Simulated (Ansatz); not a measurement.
**BrCl₃Ge: density, localisation and related maps**

Input

```
crystal:
  periodic: [false, false, false]
  atoms:
    - symbol: Br
      position_ang: [-0.689657, 2.161841, 0.776138]
    - symbol: Cl
      position_ang: [-2.897152, -0.387040, -0.493101]
    - symbol: Cl
      position_ang: [-0.793785, 1.250927, -2.708463]
    - symbol: Cl
      position_ang: [0.511473, -1.013345, -0.431470]
    - symbol: Ge
      position_ang: [-0.970149, 0.485376, -0.730219]
basis:
  gaussian: {orbitals: def2-TZVPD}
hamiltonian: {xc: {name: PBE0}}
output: {forces: true, orbitals: {seedname: orbitals}}
```

Launched as:

```sh
ansatz run input.yaml --threads 2 --pin off --max-ram 5220MiB --events-out events.jsonl --progress --plain --runs-dir runs
```

Geometry: PBE0-D4/def2-SVP.

These are results of isolated molecule in a Gaussian basis; Kohn-Sham density functional theory, functional PBE0 (Ansatz 0.2.0), not measurements.

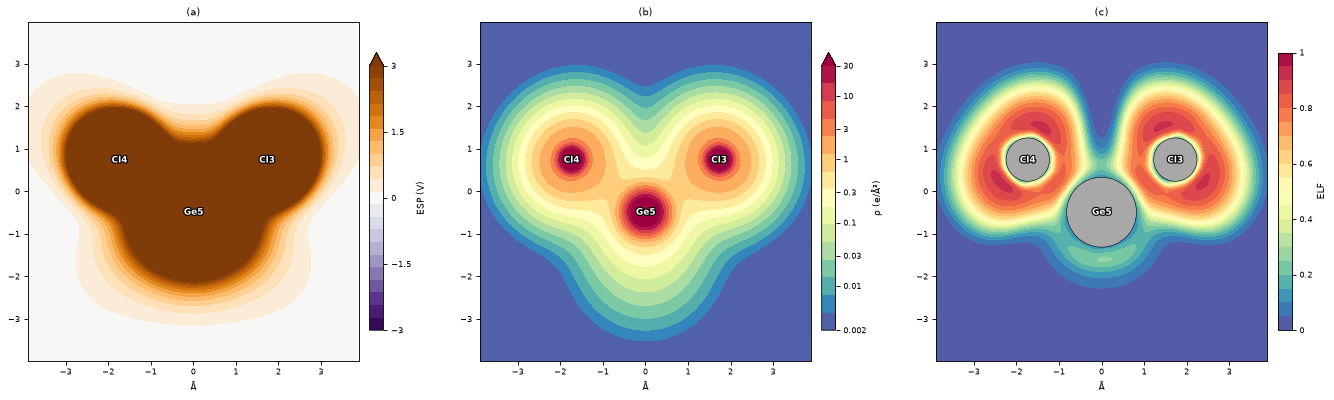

Figure 1. (a) molecular electrostatic potential; (b) total electron density; (c) electron localisation function on the plane of atoms Cl3, Ge5 and Cl4. Grey discs cover the atomic cores in the ELF map.

Question: What do the fields say about this system?

Answer: The section cuts through Cl and Ge sites. Ge–Cl (2.13 Å): ρ is about 0.83 e/Å³ halfway; the ELF peaks at about 0.80 in the valence shell of Cl, 0.9 Å from its nucleus, and is about 0.70 at the midpoint. The ELF also peaks beside Cl3 and Cl4, away from the bonds: lone-pair regions. The potential has no marked negative region in this plane.

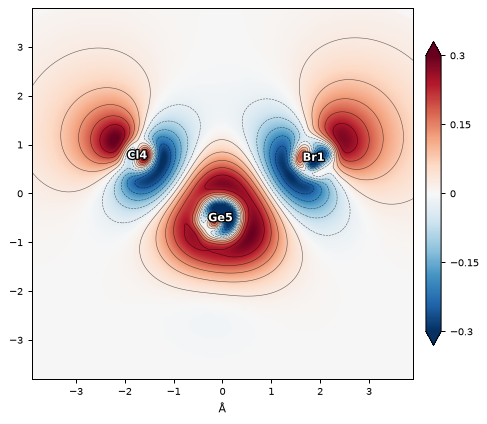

Figure 2. One frontier orbital on the plane of atoms Br1, Ge5 and Cl4 (values in Å⁻³ᐟ²; the overall sign is arbitrary).

Question: Which orbital is it: HOMO or LUMO?

Answer: The LUMO, at −2.60 eV. Its weight (Hirshfeld) is mainly on Ge5 (about 30 %), Br1 (about 25 %), Cl2 (about 15 %), Cl3 (about 15 %) and Cl4 (about 15 %).

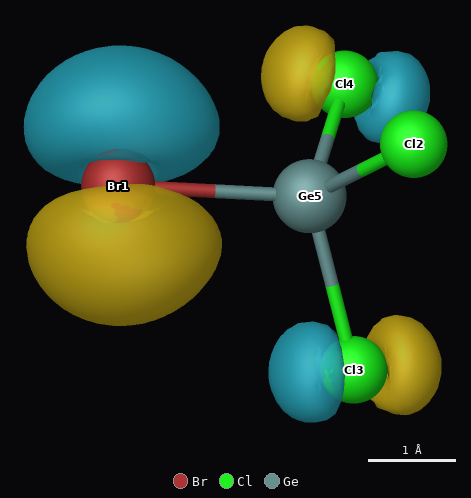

Figure 3. The HOMO at ±0.15 Å⁻³ᐟ² (yellow and cyan are the two phases), seen at a tilt.

Question: Describe this orbital and give its energy.

Answer: It lies mainly on Br1 (about 75 %), Cl3 (about 10 %) and Cl4 (about 5 %); largely a lone pair of Br1. It is one of a degenerate set, so its orientation is arbitrary. Its energy is −9.23 eV.
